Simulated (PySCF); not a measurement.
## Electronic structure of C$_{4}$H$_{6}$ClNSi (SMILES N#CC/C=C\[SiH2]Cl) in real space

```xyz
13

N    -2.4136   -1.7746   -1.4873
C    -1.9571   -1.1686   -0.6329
C    -1.3740   -0.3800    0.4261
C    -0.7530    0.8531   -0.1659
C     0.5523    1.0561   -0.2838
Si    1.9261   -0.1147    0.2599
Cl    3.6764    0.7790   -0.1874
H    -2.1710   -0.1088    1.1259
H    -0.6273   -0.9860    0.9431
H    -1.4670    1.5830   -0.5296
H     0.8676    1.9854   -0.7433
H     1.8805   -0.3333    1.7081
H     1.8556   -1.3901   -0.4505
```

Geometry: GFN2-xTB.

All numbers below come from CAM-B3LYP/def2-SVPD, SCF density, gas phase in PySCF.

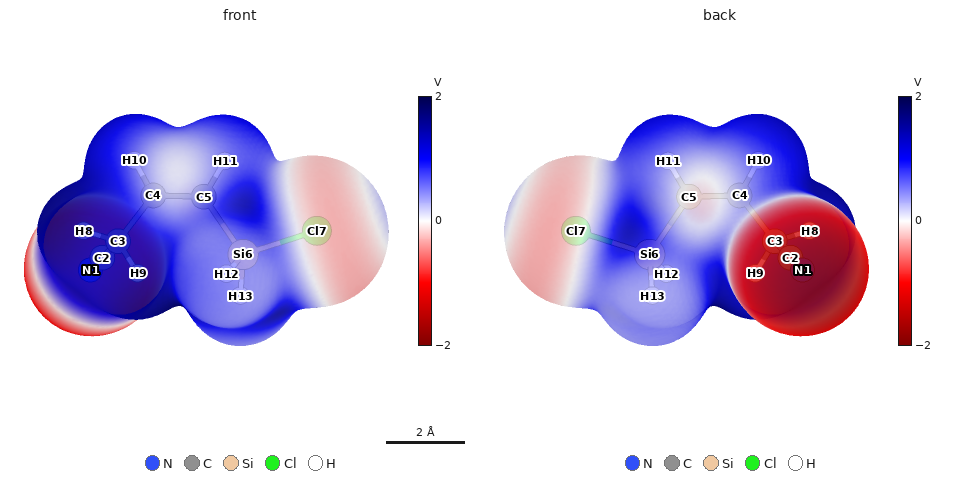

Figure 1. The molecular electrostatic potential painted on the density surface at 0.002 e/bohr³, seen from the front and from behind; the colour scale runs from red (negative) to blue (positive).

Q: Describe the electrostatic potential map.

A: The most negative region (about −1.8 V, or −42 kcal/mol for a unit charge) lies over N1, the most positive (about +1.7 V, or +39 kcal/mol for a unit charge) over Si6 and H9. Cl7 shows a σ-hole: about +0.2 V at the tip opposite its bond, against about −0.2 V on its flanks. N1 is the likeliest acceptor of a hydrogen bond.

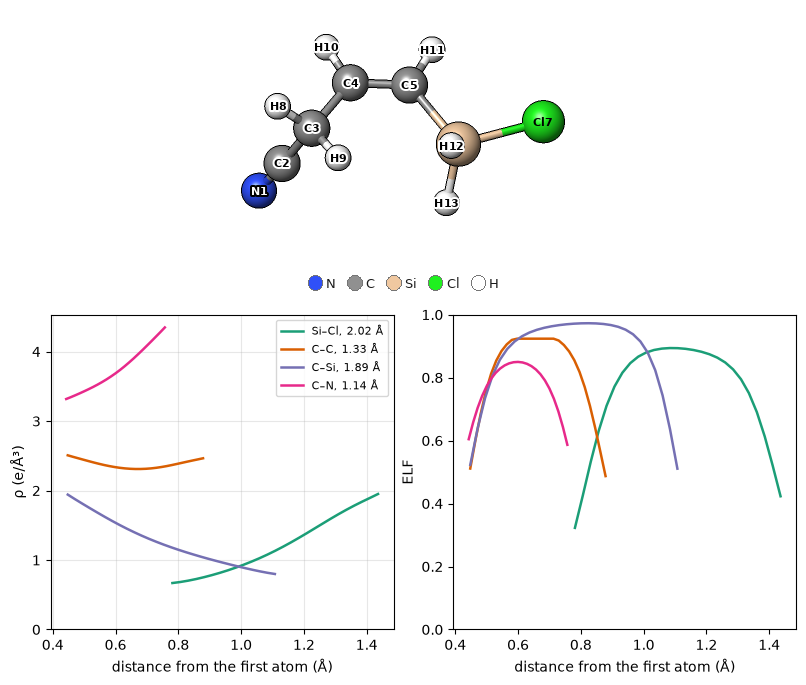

Figure 2. Electron density and ELF along straight lines between neighbouring atoms. The curves leave out the atomic cores. The structure is drawn too.

Q: Compare the contacts.

A: Si–Cl (2.02 Å): ρ is about 0.93 e/Å³ halfway; the ELF peaks at about 0.90 between the atoms; a shared but strongly polarised pair.
C–C (1.33 Å): ρ is about 2.3 e/Å³ halfway; the ELF peaks at about 0.90 between the atoms; a multiple bond.
C–Si (1.89 Å): ρ is about 0.96 e/Å³ halfway; the ELF peaks at about 1 between the atoms: a covalent bond.
C–N (1.14 Å): the density is about 3.6 e/Å³ at the midpoint; the ELF peaks at about 0.85 between the atoms; a multiple bond.
